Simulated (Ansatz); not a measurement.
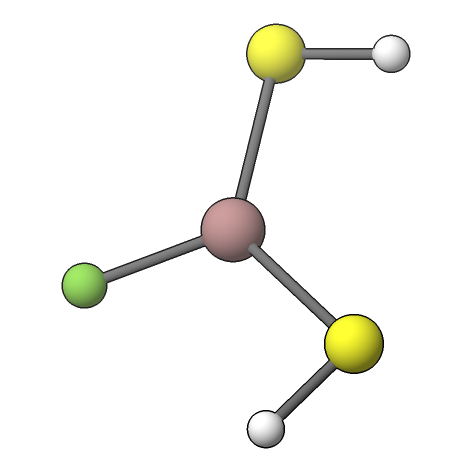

The picture shows a molecular structure as a ball-and-stick model. Colours: fluorine green, gallium pink, sulfur yellow, hydrogen white.

Computed geometry: PBE0-D4/def2-TZVP optimisation.

> Give the formula.

FGaH₂S₂, 6 atoms: 1 fluorine, 1 gallium, 2 hydrogen and 2 sulfur.

> Give a SMILES string for it.

[F][Ga]([SH])[SH]

> How many bonds of each kind are drawn?

2 Ga–S, 2 S–H, 1 F–Ga.

The parts below concern this one geometry. Atoms keep their numbers from picture to picture.

**Geometry**

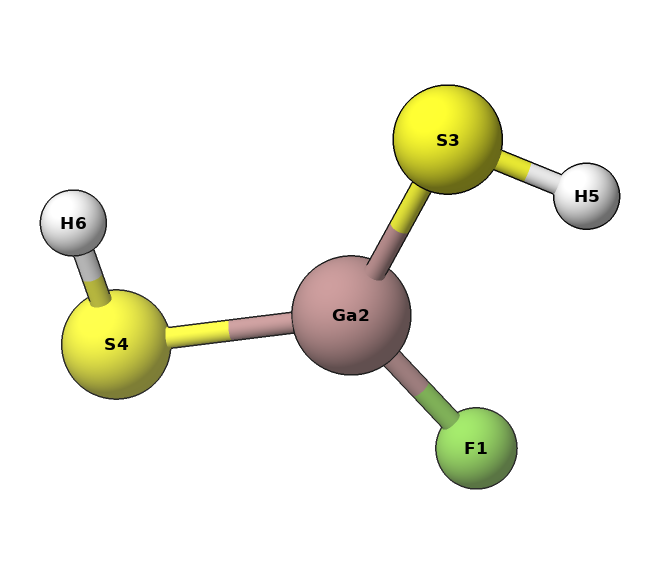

List the bonds and their lengths.

```json
{"bond": "F1–Ga2", "length (Å)": "1.750"}
{"bond": "Ga2–S3", "length (Å)": "2.182"}
{"bond": "Ga2–S4", "length (Å)": "2.179"}
{"bond": "S3–H5", "length (Å)": "1.345"}
{"bond": "S4–H6", "length (Å)": "1.344"}
```

**Dipole moment**

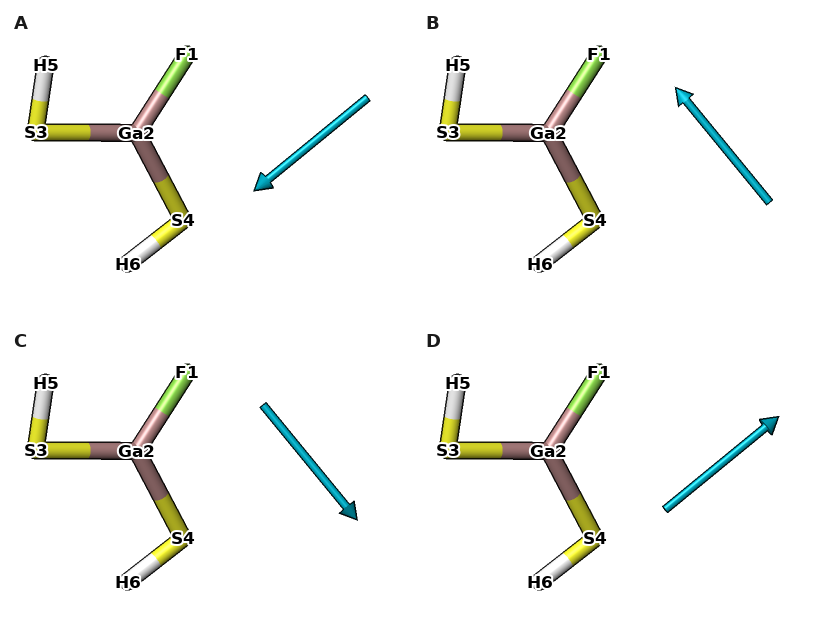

The same molecule four times, each with an arrow. Method: RKS PBE0-D4/def2-TZVP (Ansatz 0.2.0).

> Which arrow points along the dipole moment, from the negative to the positive end?

A. The dipole moment is 1.76 D; it points from the side of F1 to the side of S3, H6 (the outermost atoms at the two ends).

**Charges**

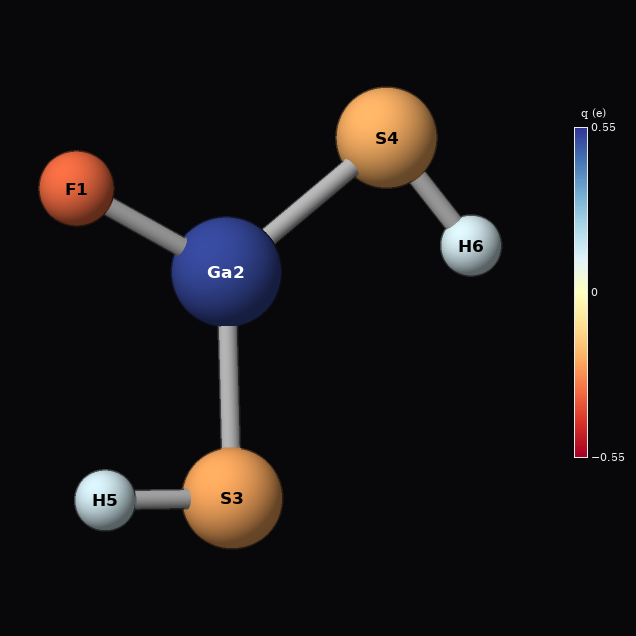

Atoms are coloured by their Mulliken charges. Level of theory: RKS PBE-D4/def2-TZVPP (Ansatz 0.2.0).

> Which atom carries the highest charge (most positive or least negative)?

Ga2 (0.51 e).

> And the lowest?

F1 (−0.33 e).

Give the Mulliken charges atom by atom.

| atom | value (e) |
| --- | --- |
| F1 | −0.33 |
| Ga2 | 0.51 |
| S3 | −0.23 |
| S4 | −0.21 |
| H5 | 0.13 |
| H6 | 0.12 |

**Thermal motion**

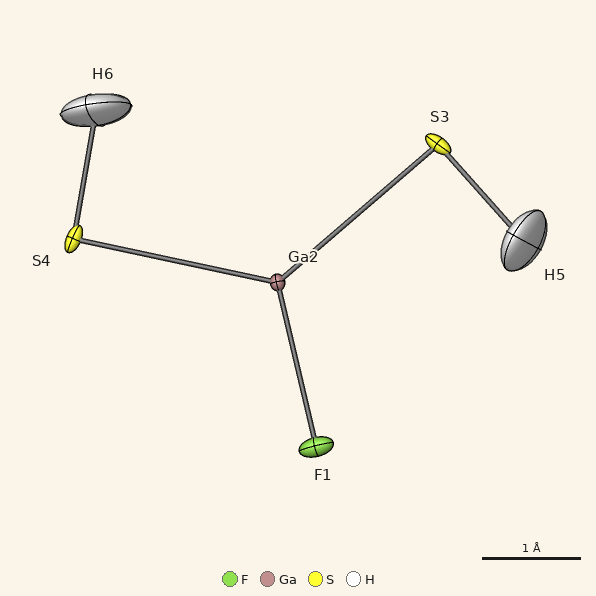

Displacement ellipsoids at the 50 % level, from the internal vibrations of the free molecule (harmonic, no overall translation or rotation; no half-axis is drawn under 0.075 Å). Vibrations computed with RKS PBE0-D4/def2-TZVP (Ansatz 0.2.0). Temperature: 400 K.

List U_eq and the three principal root-mean-square amplitudes for each kind of atom.

```json
{"atom": "F1", "U_eq (Å²)": "0.0077", "rms amplitudes (Å)": "0.063, 0.072, 0.117"}
{"atom": "Ga2", "U_eq (Å²)": "0.0024", "rms amplitudes (Å)": "0.030, 0.056, 0.057"}
{"atom": "S3", "U_eq (Å²)": "0.0045", "rms amplitudes (Å)": "0.039, 0.046, 0.099"}
{"atom": "S4", "U_eq (Å²)": "0.0045", "rms amplitudes (Å)": "0.043, 0.047, 0.097"}
{"atom": "H5", "U_eq (Å²)": "0.0777", "rms amplitudes (Å)": "0.107, 0.223, 0.414"}
{"atom": "H6", "U_eq (Å²)": "0.0756", "rms amplitudes (Å)": "0.101, 0.233, 0.403"}
```

Mulliken values depend strongly on the basis set and can even reverse the polarity of a bond.
